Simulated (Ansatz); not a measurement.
O3W (SMILES [O]=[W](=[O])=[O])

```xyz
4

O    -0.2375    0.2652    1.5550
W    -0.3664   -0.2837   -0.0652
O     1.0717   -1.1433   -0.4339
O    -0.4122    1.1015   -1.0763
```

Geometry: PBE0-D4/def2-TZVP; core potentials replace the inner electrons of W.

Level of theory: isolated molecule in a Gaussian basis; Hartree-Fock in Ansatz 0.2.0.

**Predict the electron density and electron localisation function between the atoms.**

W–O (1.72 Å): the density is about 1.8 e/Å³ at the midpoint; the ELF peaks at about 0.80 in the valence shell of O, 0.5 Å from its nucleus, and drops to about 0.35 between the two atoms.

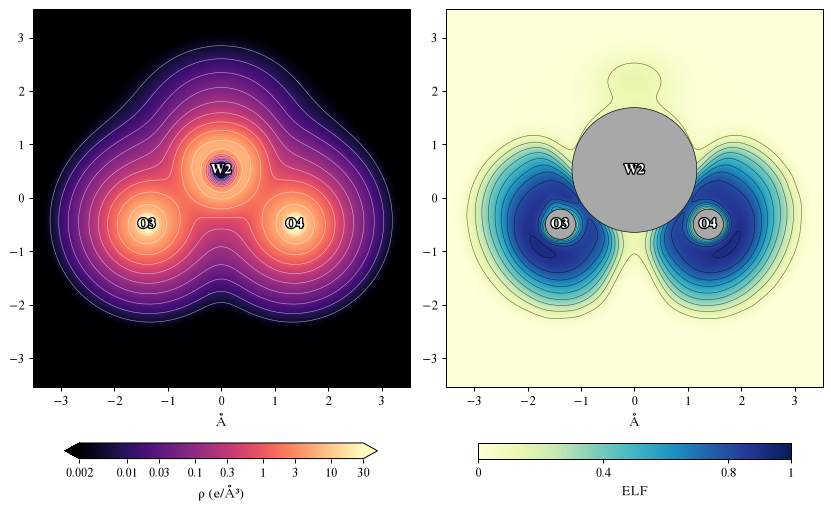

Computed electron density and electron localisation function on the plane of atoms O3, W2 and O4, in this order. Grey discs cover the atomic cores in the ELF map. 
